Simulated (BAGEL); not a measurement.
**Two attempts at F4S (sulfur tetrafluoride)**

Aim: the vertical excitations of F4S (sulfur tetrafluoride) at CIS/cc-pVDZ (DKH2, density fitting with svp-jkfit).

The results are computed with BAGEL 1.2.2.

## Step 1: Starting point

F4S: 5 atoms, total charge 0, spin state singlet. SMILES: `FS(F)(F)F`. The coordinates come from a PBE0-D4/def2-TZVP relaxation.

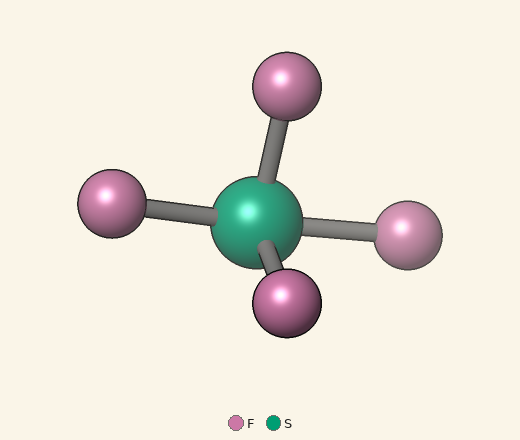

Viewed from a chosen angle; fluorine pink, sulfur teal.

## Step 2: The input as first written

File cis.json:

```json
{ "bagel" : [

{
  "title" : "molecule",
  "basis" : "cc-pvdz.json",
  "df_basis" : "svp-jkfit",
  "angstrom" : true,
  "dkh" : true,
  "geometry" : [
    { "atom" : "F", "xyz" : [      -0.561200,      -0.228000,       1.172800 ] },
    { "atom" : "S", "xyz" : [       0.064000,      -0.357400,      -0.243000 ] },
    { "atom" : "F", "xyz" : [       1.536700,      -0.462000,       0.491400 ] },
    { "atom" : "F", "xyz" : [      -1.440100,      -0.077300,      -0.858200 ] },
    { "atom" : "X", "xyz" : [       0.400600,       1.124600,      -0.563100 ] }
  ]
},

{
  "title" : "hf",
  "maxiter" : 80
},

{
  "title" : "cis",
  "nstate" : 4
}

]}
```

Launch:

```sh
$ BAGEL_NUM_THREADS=1 BAGEL cis.json > cis.out
```

What it wrote:

```text
* using 1 threads per process

  ===============================================================
  ===============================================================

  ERROR: EXCEPTION RAISED:  Unknown Atom number in a basis set file. Requested: x
```

Run time: 0.12 s. Hardware: 1 thread of Arm Neoverse V2, shared host.

## Step 3: Diagnosis

The program refused the input.

The telling line is `ERROR: EXCEPTION RAISED:  Unknown Atom number in a basis set file. Requested: x`. Cause: the input names an element that the program doesn't know.

## Step 4: Try two

File input.json:

```json
{ "bagel": [

{
  "title": "molecule",
  "basis": "cc-pvdz.json",
  "df_basis": "svp-jkfit",
  "angstrom": true,
  "dkh": true,
  "geometry": [
    { "atom": "F", "xyz": [      -0.561200,      -0.228000,       1.172800 ] },
    { "atom": "S", "xyz": [       0.064000,      -0.357400,      -0.243000 ] },
    { "atom": "F", "xyz": [       1.536700,      -0.462000,       0.491400 ] },
    { "atom": "F", "xyz": [      -1.440100,      -0.077300,      -0.858200 ] },
    { "atom": "F", "xyz": [       0.400600,       1.124600,      -0.563100 ] }
  ]
},

{
  "title": "hf",
  "maxiter": 80
},

{
  "title": "cis",
  "nstate": 4
}

]}
```

The basis set cc-pVDZ is read from a file made from the Basis Set Exchange's data (not shown).

Launch:

```sh
$ BAGEL_NUM_THREADS=1 BAGEL input.json > input.out
```

What it wrote:

```text
* using 1 threads per process

  ===============================================================
  ===============================================================

  *** Geometry ***

  { "atom" : "F", "xyz" : [     -1.060514,     -0.430858,      2.216271 ] },
  { "atom" : "S", "xyz" : [      0.120942,     -0.675388,     -0.459203 ] },
  { "atom" : "F", "xyz" : [      2.903942,     -0.873053,      0.928611 ] },
  { "atom" : "F", "xyz" : [     -2.721395,     -0.146076,     -1.621763 ] },
  { "atom" : "F", "xyz" : [      0.757024,      2.125186,     -1.064105 ] },

  Number of auxiliary basis functions:      436

  Since a DF basis is specified, we compute 2- and 3-index integrals:
    o Being stored without compression. Storage requirement is 0.019 GB

  Number of basis functions:       74
  Number of electrons      :       52

    * METHOD: MOLECULE                             0.14

  *** RHF ***

  === Nuclear Repulsion ===
   298.7190389404

      * DIIS with orbital gradients will be used.

  === RHF iteration (cc-pvdz.json) ===
      0       -796.00965903          0.02489143           0.05
      1       -796.23328733          0.01757578           0.04
      2       -796.40417274          0.00100213           0.04
      3       -796.40601229          0.00037096           0.04
      4       -796.40626710          0.00014747           0.04
      5       -796.40630652          0.00004340           0.04
[... 5 lines of this table left out ...]
     11       -796.40631019          0.00000003           0.05
     12       -796.40631019          0.00000001           0.05
    * SCF iteration converged.

    * Permanent dipole moment:
           (   -0.065482,     0.365055,     0.248089) a.u.

    * METHOD: HF                                   0.72

  === CIS iteration ===

        0     0     0.31817214     0.00379630      0.03
        0     1     0.41227179     0.00320051      0.00
        0     2     0.45241707     0.00272087      0.00
        0     3     0.46879821     0.00379808      0.00

        1     0     0.30308768     0.00117300      0.03
[... 56 lines of this table left out ...]
       12     2     0.41817378     0.00000021      0.00
       12 *   3     0.42366153     0.00000065      0.00

    * CIS converged

    * Permanent dipole moment: Transition 0 -> 0
           (   -0.227677,    -0.320160,     0.410917) a.u.

    * Permanent dipole moment: Transition 0 -> 1
           (    0.054118,    -0.302189,    -0.205448) a.u.

    * Permanent dipole moment: Transition 0 -> 2
           (   -0.260757,     0.033690,    -0.118228) a.u.

    * Permanent dipole moment: Transition 0 -> 3
           (   -0.000116,    -0.000021,     0.000001) a.u.

    * METHOD: CIS                                  0.49

  ===============================================================
```

Wall time 1.5 s (1 thread of Arm Neoverse V2, shared host).

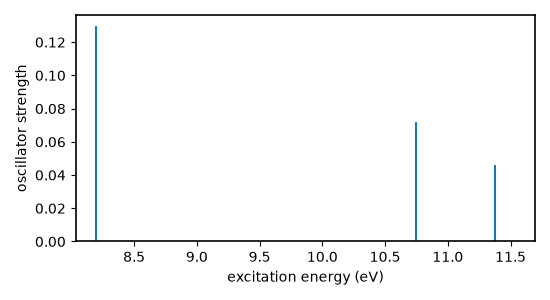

Vertical excitations as sticks.

The roots found:

| excited state | energy (eV) | strength |
| --- | --- | --- |
| 1 | 8.200 | 0.1299 |
| 2 | 10.749 | 0.0719 |
| 3 | 11.379 | 0.0463 |
| 4 | 11.528 | 0.0000 |

## Step 5: Outcome

Level: CIS/cc-pVDZ (DKH2, density fitting with svp-jkfit).

| quantity | value |
| --- | --- |
| ground-state or mean-field energy | -796.40631 Eh |
| lowest excitation energy | 8.20 eV |

In words: The brightest of the 4 transitions from the ground state lies at 8.20 eV (151 nm, f = 0.130).
